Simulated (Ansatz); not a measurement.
Start from SiC (space group P6_3mc, No. 186; a = 3.078 Å, c = 10.076 Å).

One thing is altered: 0.579 holes added to each cell, a density of 7.0×10^21 cm⁻³, with a uniform compensating background at fixed cell and a 300 K Fermi–Dirac width.

Computed with Ansatz (an electronic-structure program), PBEsol, PAW, cutoff 420 eV, spin-orbit coupling left out, earlier PAW set.

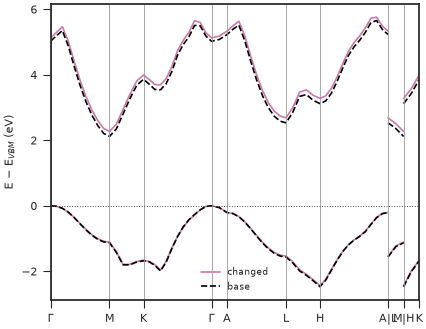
*Highest valence and lowest conduction band along the path, each from its own valence-band maximum*

Problem. Read the changed gap and its character from the plot.

Solution. About 2.3 eV, indirect, Γ → M.

Carriers are added with a uniform compensating background; total energy and stress of such cells depend on the potential's zero and are not compared; many-body gap narrowing is missing at this level. Whether these cells are dynamically stable was not tested.
